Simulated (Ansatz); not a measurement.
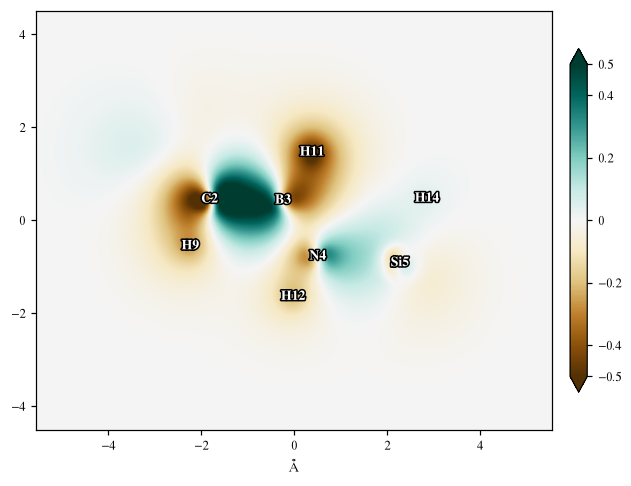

C$_{2}$H$_{10}$BNSi. The HOMO−1 on the plane of atoms C2, B3 and N4 (values in Å⁻³ᐟ²; the overall sign is arbitrary).

The calculation used RKS PBE0/6-31G (Ansatz 0.2.0).

Input

```
crystal:
  periodic: [false, false, false]
  atoms:
    - { symbol: C, position_ang: [-1.7017, -1.0664, -0.5181] }
    - { symbol: C, position_ang: [-0.2724, -1.3155, -0.7402] }
    - { symbol: B, position_ang: [0.5781, -0.6457, 0.4034] }
    - { symbol: "N", position_ang: [1.7328, 0.4283, 0.1029] }
    - { symbol: Si, position_ang: [1.1011, 1.9423, 0.8292] }
    - { symbol: H, position_ang: [-2.3386, -1.48, -1.3448] }
    - { symbol: H, position_ang: [-2.0692, -1.4333, 0.4458] }
    - { symbol: H, position_ang: [-1.8993, 0.0911, -0.5585] }
    - { symbol: H, position_ang: [0.0479, -0.9032, -1.6878] }
    - { symbol: H, position_ang: [-0.0995, -2.4089, -0.7042] }
    - { symbol: H, position_ang: [0.4293, -0.9887, 1.5577] }
    - { symbol: H, position_ang: [1.6992, 0.5833, -0.9089] }
    - { symbol: H, position_ang: [2.0102, 3.0455, 0.5206] }
    - { symbol: H, position_ang: [0.9811, 1.8037, 2.324] }
    - { symbol: H, position_ang: [-0.2209, 2.2967, 0.3081] }
basis:
  gaussian: { orbitals: "6-31G" }
hamiltonian:
  xc: pbe0
relax:
  f_tol: 0.02
  max_steps: 50
output:
  orbitals: {}
```

Launched as:

```sh
ansatz run input.yaml --threads 1 --pin off --max-ram 2048MiB --backend cpu --events-out ev --progress --plain --runs-dir out
```

The fields are those of the relaxed geometry.

### What is the character of this orbital?

Its weight (Hirshfeld) is mainly on C2 (about 30 %), B3 (about 25 %), H11 (about 15 %) and C1 (about 10 %). Its energy is −8.04 eV.
